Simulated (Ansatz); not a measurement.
A series of calculations on BNH₅OCl

### Relaxation

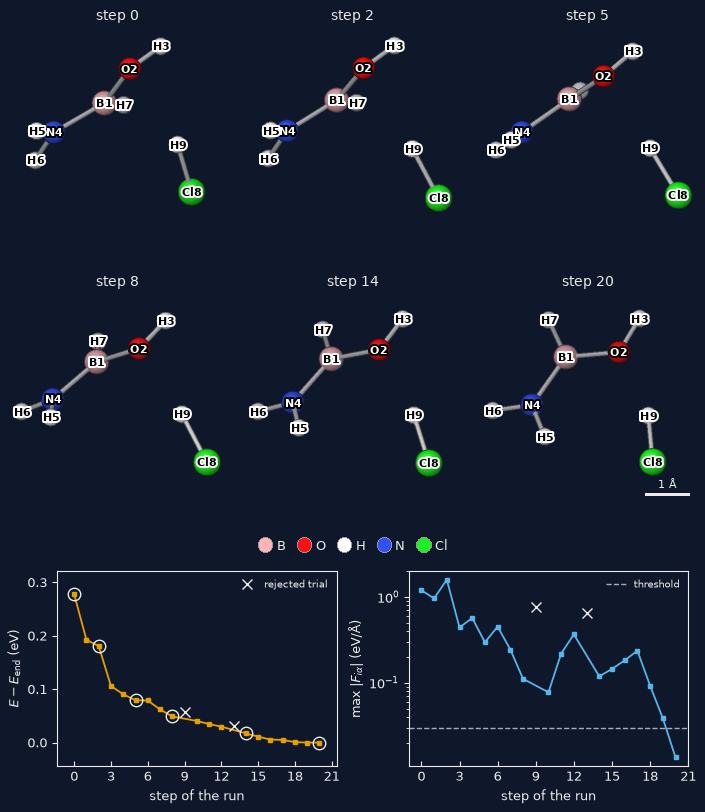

Frames of a relaxation of BNH$_{5}$OCl, marked on the history of the run. The picture is a ball-and-stick view, seen at a tilt.

The run prepares an end point of a later path (reaction) calculation, from a guessed geometry.

Method: RHF/def2-SVP (Ansatz). Settings: no spin polarisation; force threshold 0.03 eV/Å; at most 50 steps.

### What happens along the run?

The atom that moves furthest after the best rigid fit is H7 (1.60 Å). Largest moves by element: H 1.60 Å, Cl 1.36 Å, O 0.79 Å, B 0.36 Å, N 0.29 Å. Near-neighbour distances that change, for instance: Cl8–H9 1.321 → 1.281 Å, B1–O2 1.390 → 1.373 Å. After 18 accepted moves (20 points after the start) the energy has fallen by 0.277 eV. The largest force component goes from 1.2 to 0.013 eV/Å. The line search rejected the trial steps at points 9, 13 of the run. The run took 35 s on 1 thread of Arm Neoverse V2 (shared host), peak memory 0.14 GiB. From step 0 to 2: Cl8 moves most (0.39 Å), energy −0.097 eV. From step 2 to 5: H7 moves most (0.42 Å), energy −0.102 eV. From step 5 to 8: H7 moves most (0.45 Å), energy −0.030 eV. From step 8 to 14: H and Cl atoms move most (0.39 Å), energy −0.032 eV. From step 14 to 20: H atoms move most (0.36 Å), energy −0.017 eV.

```tsv
step	E − E(0), eV	largest force component, eV/Å	note
0	0.0000	1.1960	
1	-0.0851	0.9636	
2	-0.0967	1.5935	
3	-0.1714	0.4418	
4	-0.1868	0.5683	
5	-0.1982	0.2961	
6	-0.1985	0.4519	
7	-0.2153	0.2438	
8	-0.2284	0.1111	
9	-0.2209	0.7642	rejected
10	-0.2367	0.0773	
11	-0.2426	0.2191	
12	-0.2475	0.3662	
13	-0.2456	0.6568	rejected
14	-0.2600	0.1187	
15	-0.2661	0.1450	
16	-0.2716	0.1826	
17	-0.2723	0.2362	
18	-0.2764	0.0922	
19	-0.2773	0.0385	
20	-0.2774	0.0135
```

Limits of the set-up: the start holds two separate molecules, 2.2 Å apart at their closest, whose relative position is a soft coordinate and is computed without a dispersion correction; Hartree-Fock leaves out electron correlation.

### Relaxation

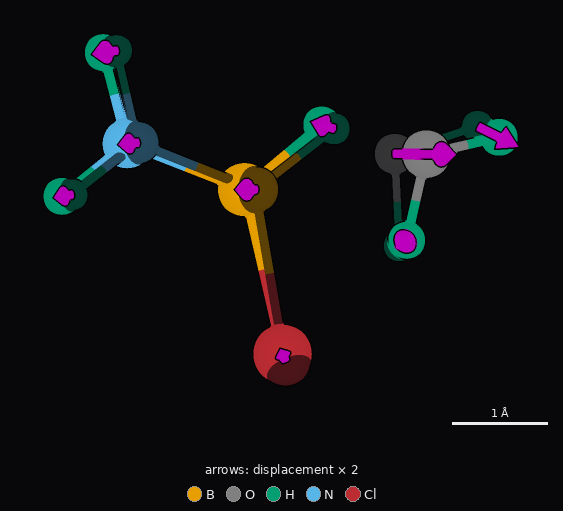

This is a relaxation of BNH5OCl. The starting structure is drawn faded, the final one solid; purple arrows show the displacements, magnified 2 times. The two geometries are superimposed by the best rigid fit.

A ball-and-stick model, seen at a tilt.

The run prepares an end point of a later path (reaction) calculation, from a guessed geometry.

These are results of RHF/def2-SVP (Ansatz), not measurements.

Input file:
```yaml
crystal:
  periodic: [false, false, false]
  atoms:
    - { symbol: B, position_ang: [0.084317, 0.516774, -0.465544] }
    - { symbol: O, position_ang: [0.004886, -0.091163, 2.079983] }
    - { symbol: H, position_ang: [-0.847232, -0.421407, 2.323241] }
    - { symbol: "N", position_ang: [1.32986, 0.085041, -0.87794] }
    - { symbol: H, position_ang: [1.494506, -0.85974, -1.154374] }
    - { symbol: H, position_ang: [2.152635, 0.646301, -0.806691] }
    - { symbol: H, position_ang: [-0.903741, -0.137912, -0.562917] }
    - { symbol: Cl, position_ang: [-0.104704, 2.277671, 0.038475] }
    - { symbol: H, position_ang: [-0.055926, 0.869135, 2.190268] }
basis:
  gaussian: { orbitals: def2-SVP }
hamiltonian:
  xc: hf
relax:
  f_tol: 0.03
  max_steps: 50
output:
  orbitals: {}
```

Launched with:
```bash
ansatz run input.yaml --threads 1 --pin off --max-ram 2048MiB --backend cpu --events-out ev --progress --plain --runs-dir out
```

### Atoms of which element are displaced furthest, and by how much?

Oxygen: up to 0.47 Å, against 0.26 Å for hydrogen.

### What happened in the run?

O2 moves most after the best rigid fit: 0.47 Å. Largest moves by element: O 0.47 Å, H 0.26 Å, B 0.17 Å, N 0.14 Å, Cl 0.09 Å. Some distances before and after: B1–Cl8 1.841 → 1.799 Å, O2–H9 0.969 → 0.946 Å. The energy falls by 9.52 kJ/mol in 8 accepted moves (9 points after the start). Largest force component: 1.2 eV/Å at the start, 0.016 eV/Å at the end. The line search rejected the trial step at point 2 of the run.

Limits of the set-up: the start holds two separate molecules, 2.6 Å apart at their closest, whose relative position is a soft coordinate and is computed without a dispersion correction; Hartree-Fock leaves out electron correlation.

### Path

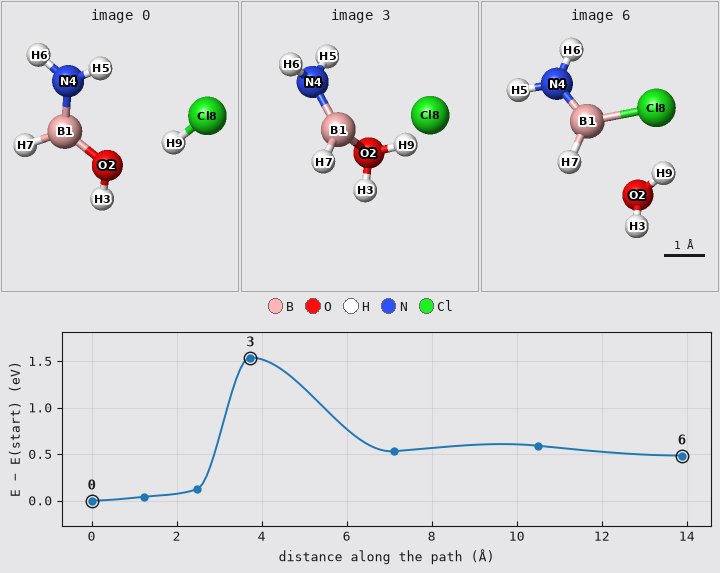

NEB run on BNH₅OCl. Images are numbered from 0 (start) to 6 (end). The picture is a ball-and-stick view, seen at a tilt.

Method: RHF/def2-SVP (Ansatz 0.2.0). Run with 5 movable images; climbing image; force threshold 0.05 eV/Å; iteration limit 60; starting path through a guess of the saddle point.

> Describe the mechanism and the energy profile.

The path has more than one stage, and so few images may leave a stage unresolved. Breaking: B1–O2 (1.37 → 1.53 at the top → 3.24 Å), Cl8–H9 (1.28 → 1.88 at the top → 2.78 Å). Forming: B1–Cl8 (4.03 → 2.47 at the top → 1.80 Å), O2–H9 (2.03 → 1.01 at the top → 0.95 Å). Forward barrier 1.54 eV, backward barrier 1.05 eV, with image 3 at the top; the reaction energy is +0.48 eV. The profile has 2 maxima (images 3, 5) with a dip at image 4 (+0.53 eV), so the process runs in steps. The band converged in 50 iterations. The largest component of the band force went from 110 to 0.04 eV/Å. The climbing image converged on the top of the path. Its vibrational analysis gives one imaginary mode (325i cm⁻¹), as a transition state must have.

Limits of the set-up: Hartree-Fock leaves out electron correlation.

Cost: 4.8 min on 1 thread of Arm Neoverse V2, on a shared host, peak memory 0.15 GiB.
